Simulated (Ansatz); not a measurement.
Starting cell, Li (fcc, Cu type):

```xyz
2
Lattice="0.0000 4.2335 4.2335 2.1168 0.0000 2.1168 2.1168 2.1168 0.0000" Properties=species:S:1:pos:R:3 pbc="T T T"
Li     0.0000     0.0000     0.0000
Li     2.1168     2.1168     4.2335
```

A phonon eigenvector at L = (0.5, 0.0, 0.0) is frozen into this cell: atom i moves by Q times the vector below, so Q is the largest atomic displacement, in Å. The cell is held. It is one choice among 2 degenerate patterns. (q is in reciprocal vectors of the primitive cell; the cell shown is doubled to hold the pattern.)

```
atom       x       y       z
----  ------  ------  ------
Li1   -0.285   0.520  -0.805
Li2    0.285  -0.520   0.805
```

Method: LDA (plane waves to 420 eV, PAW, scalar-relativistic; Ansatz, a program for electronic structure). k mesh 19×19×19 (Γ-centred), Fermi-Dirac smearing 0.05 eV. Energies are smeared free energies. With partly filled bands, energies and forces of such displacements shift with the k mesh and the smearing. Li was relaxed with its symmetry unable to fall. This is one of several known forms of Li; the measured ambient cells at hand have space group No. 229. The zero of ΔE is the undisplaced structure.

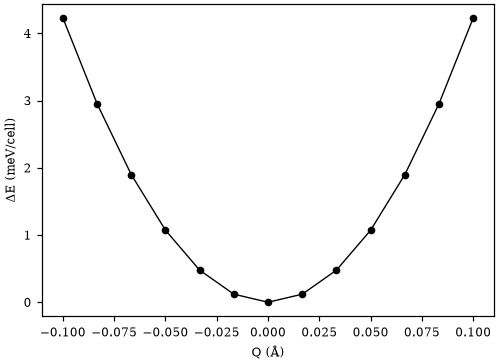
ΔE (meV/cell) against Q (Å); markers are the computed points, lines only join them.

Q: What is the energy change at Q = 0.100 Å?

A: About 4.2 meV/cell.

Q: What harmonic wavenumber does the curvature at Q = 0 give?

A: About 130 cm⁻¹.

(For displaced atoms, the force is minus the slope of the energy, and its curvature is a force constant, which sets phonon frequencies.)
